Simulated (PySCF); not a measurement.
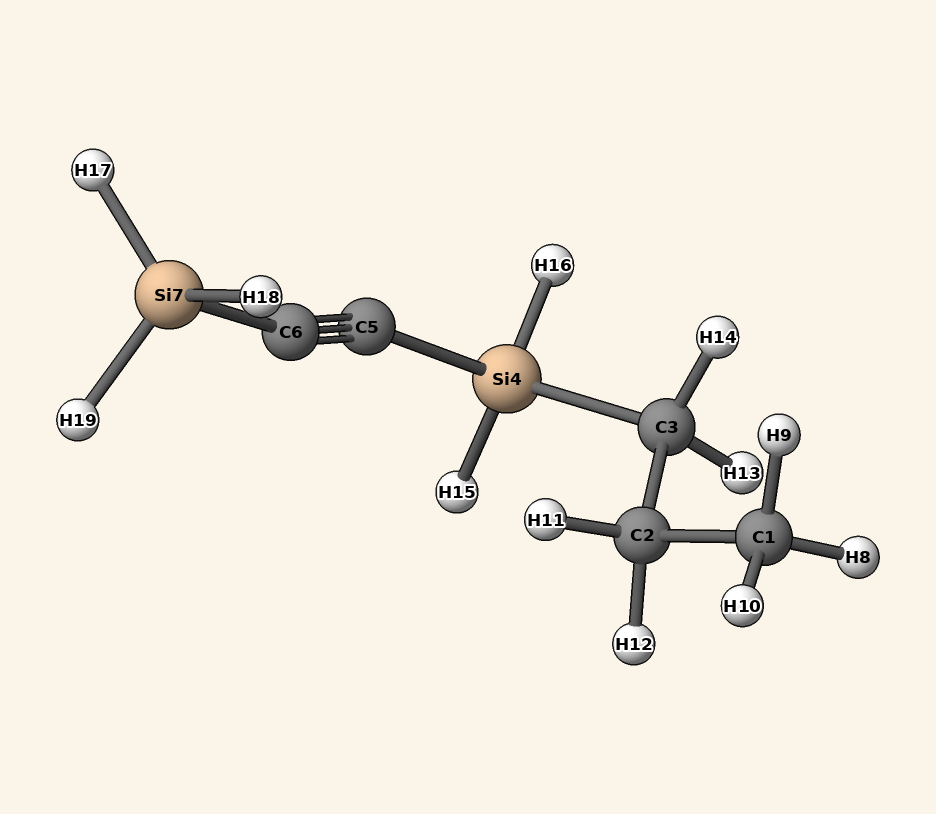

The questions are on isotropic NMR shieldings of the C atoms. Geometry: a frame of a GFN2-xTB molecular-dynamics simulation, not a minimum. Properties computed with GIAO PBE0/pcSseg-1 NMR shielding, non-relativistic, gas phase (PySCF 2.14.0).

Give the isotropic NMR shieldings of the C atoms atom by atom.

| atom | σ (ppm) |
| --- | --- |
| C1 | 164.9 |
| C2 | 162.5 |
| C3 | 171.9 |
| C5 | 62.9 |
| C6 | 66.7 |
